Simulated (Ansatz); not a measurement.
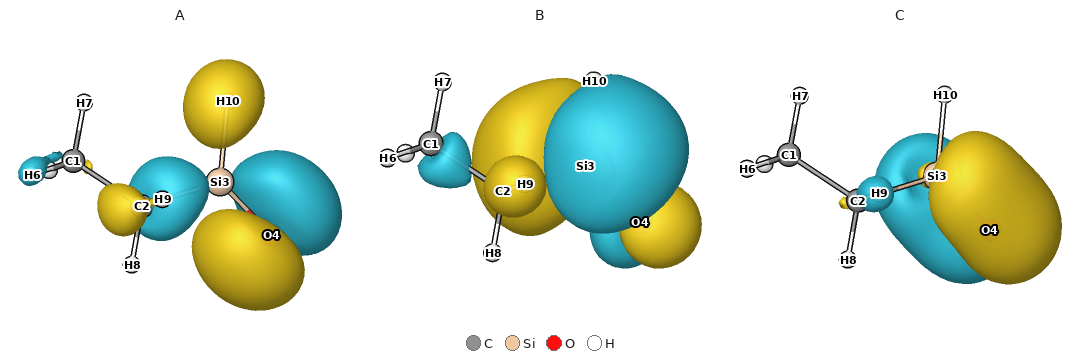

Figure. C$_{2}$H$_{6}$OSi (SMILES CC[SiH]=O). Three frontier orbitals at ±0.1 Å⁻³ᐟ² (yellow and cyan are the two phases), in no order.

Level of theory: RKS revPBE/def2-SVP (Ansatz).

```json
{"atom": "C", "x (Å)": "-1.0483", "y (Å)": "0.6825", "z (Å)": "-0.3465"}
{"atom": "C", "x (Å)": "-0.2365", "y (Å)": "-0.2900", "z (Å)": "0.5366"}
{"atom": "Si", "x (Å)": "1.5202", "y (Å)": "-0.6534", "z (Å)": "-0.0674"}
{"atom": "O", "x (Å)": "2.2365", "y (Å)": "-2.0372", "z (Å)": "-0.0694"}
{"atom": "H", "x (Å)": "-1.2570", "y (Å)": "0.2531", "z (Å)": "-1.3481"}
{"atom": "H", "x (Å)": "-2.0263", "y (Å)": "0.9204", "z (Å)": "0.1206"}
{"atom": "H", "x (Å)": "-0.5175", "y (Å)": "1.6453", "z (Å)": "-0.5020"}
{"atom": "H", "x (Å)": "-0.7527", "y (Å)": "-1.2640", "z (Å)": "0.6714"}
{"atom": "H", "x (Å)": "-0.1151", "y (Å)": "0.1339", "z (Å)": "1.5617"}
{"atom": "H", "x (Å)": "2.1967", "y (Å)": "0.6094", "z (Å)": "-0.5568"}
```

Q: Order the three orbitals by energy and name them.

A: C is the HOMO−1 (−7.04 eV). It lies mainly on O4 (about 70 %) and Si3 (about 25 %). A is the HOMO (−5.98 eV). By Hirshfeld shares it lies mainly on O4 (about 70 %) and C2 (about 5 %); largely a lone pair of O4. B is the LUMO (−2.18 eV). It lies mainly on Si3 (about 60 %) and O4 (about 20 %).

Q: What is the HOMO–LUMO gap?

A: 3.80 eV between the orbital energies.
